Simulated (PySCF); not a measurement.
Input

```
{"job": {"kind": "nmr", "xc": "PBE0", "basis": "pcSseg-1"}, "charge": 0, "multiplicity": 1}
C      3.006548     0.113934     0.276239
C      1.805785     0.038952     0.271687
C      0.407283    -0.036490     0.231768
C     -0.471508    -0.409674     1.183419
Si    -1.982298    -0.141256     0.090700
C     -0.438757     0.310900    -0.973500
H      4.053969     0.174140     0.292553
H     -0.237178    -0.729917     2.186128
H     -2.872671     0.970161     0.421474
H     -2.725575    -1.323508    -0.341972
H     -0.219785    -0.316439    -1.836405
H     -0.324614     1.348510    -1.283989
```

Command:

```sh
OMP_NUM_THREADS=1 python probes_run.py task.json out
```

Geometry: GFN2-xTB.

These are results of PySCF 2.14.0, PBE0/pcSseg-1, SCF density, gas phase, non-relativistic, not measurements.

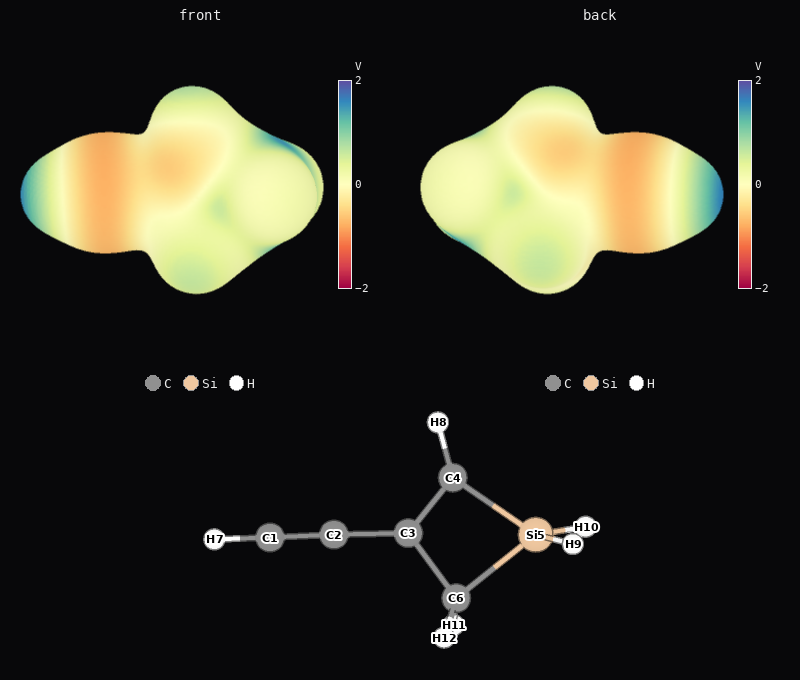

C5H6Si. The electrostatic potential painted on the density surface at 0.002 e/bohr³, seen from the front and from behind; the colour scale runs from red (negative) to blue (positive). The bare structure is drawn below in the same view.

Describe the electrostatic potential map.

Answer. The most negative region (about −0.8 V) lies over C1 and C2, the most positive (about +1.6 V) over H7.

What dipole moment does the calculation give?

Answer. Its dipole moment is 0.29 D.
